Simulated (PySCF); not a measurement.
## Electronic structure of C3H9B3OSi (SMILES BCB(C#C[SiH3])OB) in real space

```yaml
atoms:
  - { symbol: B, position_ang: [1.2366, 2.3298, -0.5315] }
  - { symbol: C, position_ang: [1.1561, 1.5176, 0.7954] }
  - { symbol: B, position_ang: [0.7649, 0.0123, 0.3496] }
  - { symbol: C, position_ang: [-0.7111, -0.3819, 0.3102] }
  - { symbol: C, position_ang: [-1.8868, -0.6750, 0.3001] }
  - { symbol: Si, position_ang: [-3.6815, -1.1147, 0.2754] }
  - { symbol: O, position_ang: [1.6961, -0.8452, 0.0298] }
  - { symbol: B, position_ang: [2.6466, -1.6707, -0.2762] }
  - { symbol: H, position_ang: [2.2511, 2.4234, -1.1092] }
  - { symbol: H, position_ang: [0.2718, 2.8156, -0.9824] }
  - { symbol: H, position_ang: [2.1063, 1.4756, 1.3264] }
  - { symbol: H, position_ang: [0.3860, 1.8849, 1.4712] }
  - { symbol: H, position_ang: [-4.3551, -0.3834, 1.3523] }
  - { symbol: H, position_ang: [-3.8055, -2.5604, 0.4837] }
  - { symbol: H, position_ang: [-4.2275, -0.7299, -1.0288] }
  - { symbol: H, position_ang: [3.0163, -1.7437, -1.3952] }
  - { symbol: H, position_ang: [3.1288, -2.3422, 0.5676] }
```

Geometry: GFN2-xTB.

Computed with PBE0/def2-SVPD, SCF density, gas phase (PySCF).

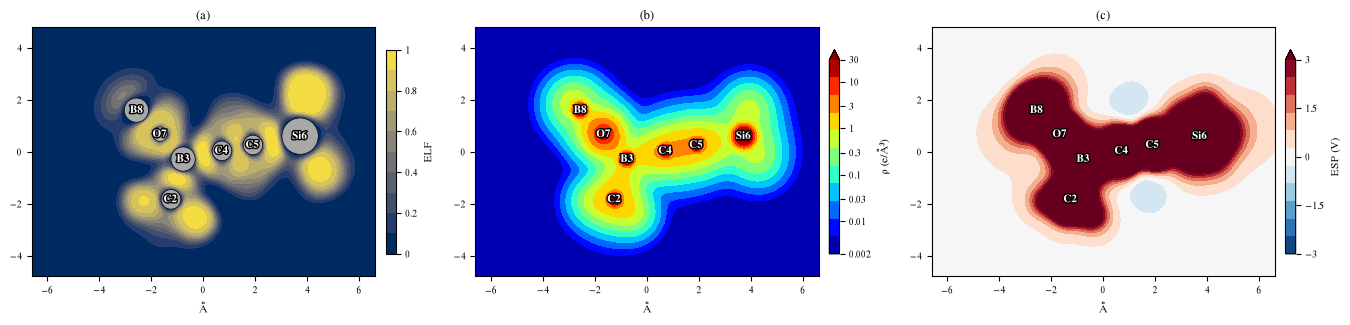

Figure 1. (a) ELF; (b) total electron density; (c) molecular electrostatic potential on the plane of atoms C4, B3 and O7. Grey discs cover the atomic cores in the ELF map.

Read the bonding off the picture.

The plane passes through C, B, Si and O nuclei. C–C (1.21 Å): the density is about 2.7 e/Å³ at the midpoint; the ELF peaks at about 0.90 between the atoms: a short, multiple covalent bond. B–O (1.30 Å): the density is about 2.3 e/Å³ at the midpoint; the ELF peaks at about 0.90 between the atoms; a polar covalent bond. C–B (1.53 Å): ρ is about 1.5 e/Å³ halfway; the ELF peaks at about 1 between the atoms (localised, covalent bonding). C–Si (1.85 Å): the density is about 0.93 e/Å³ at the midpoint; the ELF peaks at about 0.95 between the atoms: a shared electron pair. C–B (1.62 Å): ρ is about 1.2 e/Å³ halfway; the ELF peaks at about 0.95 between the atoms, as expected for localised, covalent bonding. Outside the dense part of the molecule the potential is most negative (−0.7 V) near C5.

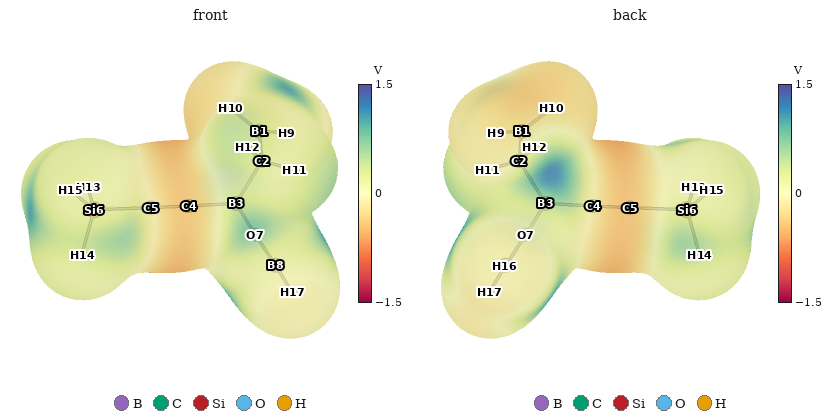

Figure 2. The electrostatic potential painted on the density surface at 0.001 e/bohr³, seen from the front and from behind; red is negative and blue positive.

Which sites attract a positive test charge, and which a negative one?

A positive charge is drawn to the negative regions and a negative charge to the positive ones. The most negative region (about −0.5 V, or −12 kcal/mol for a unit charge) lies over C4 and C5, the most positive (about +1.1 V, or +25 kcal/mol for a unit charge) over B1, B3 and B8.

What dipole moment does the calculation give?

Its dipole moment is 0.91 D.
